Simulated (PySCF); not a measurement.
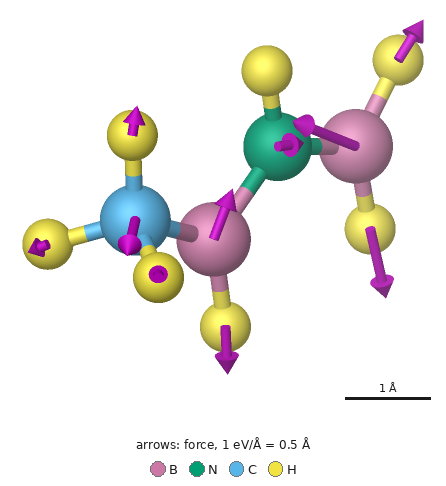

Starting geometry of CH7B2N with the computed forces as purple arrows. The picture is a ball-and-stick view, seen from a free direction.

The start comes from GFN2-xTB. Its atoms were then displaced at random by about 0.01 Å.

The calculation used PySCF, PBE0-D3(BJ)/def2-SVP geometry optimisation, gas phase. 

**What follows when this structure is relaxed?**

It isn't relaxed: the largest force vector, on a B atom, is 2.42 eV/Å. The final displacements follow the starting forces only in part (cosine between the two patterns 0.47). The energy falls by 17.1 kJ/mol in 7 geometry steps. The largest move after the best rigid fit is that of an H atom, 0.075 Å. By element the largest moves are H 0.075 Å, B 0.057 Å, N 0.052 Å, C 0.045 Å. Near-neighbour distances that change, for instance: B–H 1.138 → 1.207 Å, B–H 1.165 → 1.210 Å, B–C 1.536 → 1.566 Å, B–N 1.438 → 1.416 Å. Bond angles that change, for instance: C–B–H 123.9° → 120.8°, H–C–H 105.5° → 108.6°, N–B–C 119.7° → 122.5°.
